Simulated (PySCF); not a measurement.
```tsv
atom	x (Å)	y (Å)	z (Å)
Si	-0.0130	-0.0216	0.0096
O	0.1474	-0.0359	1.6432
C	0.9666	-0.9035	2.3797
H	0.5204	-1.9105	2.4571
H	1.0819	-0.5021	3.3980
H	1.9664	-1.0028	1.9247
O	1.4901	-0.2608	-0.6086
C	1.7728	-0.5398	-1.9535
H	1.1110	-1.3265	-2.3535
H	2.8148	-0.8853	-2.0323
H	1.6615	0.3595	-2.5847
O	-0.7163	1.4090	-0.3850
C	-0.3976	2.6562	0.1713
H	-0.2943	2.5981	1.2680
H	-1.2033	3.3670	-0.0675
H	0.5446	3.0543	-0.2447
O	-0.9733	-1.1982	-0.6149
C	-2.3755	-1.2018	-0.5861
H	-2.7581	-1.4467	0.4204
H	-2.7418	-1.9680	-1.2862
H	-2.7908	-0.2246	-0.8847
```

Geometry: PBE0-D3(BJ)/def2-SVP.

Level of theory: PySCF, PBE0/pcSseg-1, SCF density, gas phase, non-relativistic.

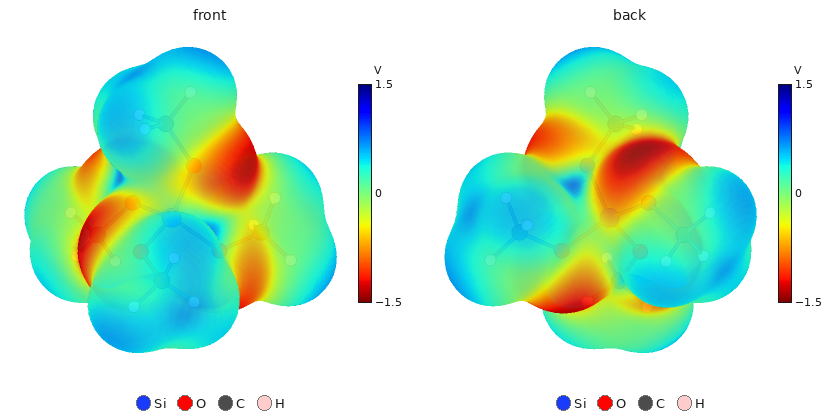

C₄H₁₂O₄Si (Si(OMe)4). The electrostatic potential painted on the density surface at 0.002 e/bohr³, seen from the front and from behind; the colour scale runs from red (negative) to blue (positive).

Question: Describe the electrostatic potential map.

Answer: The most negative region (about −1.3 V) lies over O2, O7, O12 and O17, the most positive (about +0.6 V) over the C, H and Si atoms.
